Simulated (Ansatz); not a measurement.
## How far to go with the plane-wave cutoff: Fe3Si (I4mm, 4 atoms in the cell)

```
CELL_PARAMETERS angstrom
      0.00000     2.79963     2.79963
      2.79963     0.00000     2.79963
      2.79963     2.79963     0.00000
ATOMIC_POSITIONS crystal
  Fe 0.75000 0.75000 0.75000
  Fe 0.25000 0.25000 0.25000
  Fe 0.50893 0.50893 0.49107
  Si 0.00000 0.00000 0.00000
```
Moments meant for the start (each program seeds them in its own way; μB, in the order of the atoms Fe Fe Fe Si): 4.0 4.0 4.0 0.0.

Computed with PBEsol, default PAW files made with PBE (plane waves; Ansatz, an electronic-structure program).

Base settings: basis.ecutwfc = 30.9 Ry; kpoints.mp_grid.grid = 6 6 6; hamiltonian.xc = pbesol; hamiltonian.pseudopotentials = {kind: paw} (the program's default PAW files); magnetization.spin_polarized = true; scf.occupations.method = gaussian; scf.occupations.width = 0.0073 Ry.

The second cell is the first with its lattice scaled by 0.98.

The mesh stays at the base's, so the ladder's end is converged at best in this setting alone.

The first pressure column holds Ansatz's estimate of the finite-basis (Pulay) stress, which hides part of the cutoff error; the other is without it.

Only quantities that move along the ladder and can be compared are tabulated.

The magnetic state is not the same in all runs (site moments differ, or a search went on to a lower state), so steps between rows are not convergence errors alone.

The count of work is k-points × plane waves × bands × iterations; it is no time. 

The starting cell comes from a database of computed structures (which also holds hypothetical and non-ambient phases and stackings), without a prior relaxation at this level. Its lattice was rescaled by up to half a per cent. One atom was moved a little off its site on purpose. The magnetic order is the one reached from the typed start; others were not searched systematically. In the base run, with a pressure of about -8 GPa the cell is away from its equilibrium volume at this level.

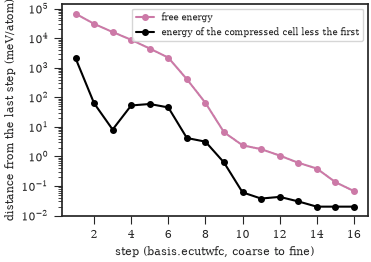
Figure: Distance from the last step along the ladder; very small values are drawn at a floor.

```csv
basis.ecutwfc,free energy less the last step's (meV/atom),energy of the compressed cell less the first (meV/atom),pressure (GPa),pressure without the Pulay estimate (GPa),largest difference of a force vector from the last step's (eV/Å),count of work / last
10.7 Ry,68185.63,2129.37,-60.58,-3186.46,9.204,0.054
12.5 Ry,30836.06,-69.78,-72.48,-1648.39,2.291,0.083
14 Ry,16283.67,-14.57,-58.87,-983.01,0.627,0.082
15.4 Ry,8888.06,46.78,5.34,-596.67,0.990,0.10
16.9 Ry,4489.79,53.23,8.54,-336.64,0.562,0.11
18.4 Ry,2212.55,39.21,0.36,-189.15,0.134,0.14
21.7 Ry,413.30,-2.21,-3.78,-53.43,0.039,0.17
24.6 Ry,65.25,-3.26,-6.97,-17.71,0.029,0.19
27.9 Ry,6.61,-5.80,-7.92,-9.02,0.003,0.21
30.9 Ry,2.39,-6.36,-7.99,-8.08,0.000,0.28
33.8 Ry,1.77,-6.39,-8.00,-8.07,0.000,0.30
37.1 Ry,1.07,-6.38,-8.00,-8.06,0.000,0.39
41.5 Ry,0.61,-6.39,-8.00,-8.03,0.000,0.43
46.3 Ry,0.39,-6.41,-8.01,-8.02,0.000,0.51
54 Ry,0.14,-6.42,-8.01,-8.02,0.000,0.63
61.7 Ry,0.07,-6.42,-8.01,-8.01,0.000,0.77
74.2 Ry,0.00,-6.42,-8.01,-8.01,0.000,1.0
```

Coarsest basis.ecutwfc that holds the forces within 0.02 eV/Å of the last step, with all finer ones: 27.9 Ry, at 0.21 of the last step's count of work; the step before is off by 0.029 eV/Å.

Coarsest basis.ecutwfc that holds the pressure within 0.2 GPa of the last step, with all finer ones: 27.9 Ry, at 0.21 of the last step's count of work; the step before is off by 1.0 GPa.

Coarsest basis.ecutwfc that holds the pressure without the Pulay estimate within 0.1 GPa of the last step, with all finer ones: 30.9 Ry, at 0.28 of the last step's count of work; the step before is off by 1.0 GPa.

The energy difference between the two cells stays within 1 meV/atom of the last step's from 27.9 Ry on, the total only from 41.5 Ry on: much of the error is common to both cells and cancels.

At the lowest cutoff the pressure without the Pulay estimate lies 3180 GPa under the last step's, the usual sign of Pulay stress in an incomplete plane-wave basis.

Keys are those of Ansatz 0.2.
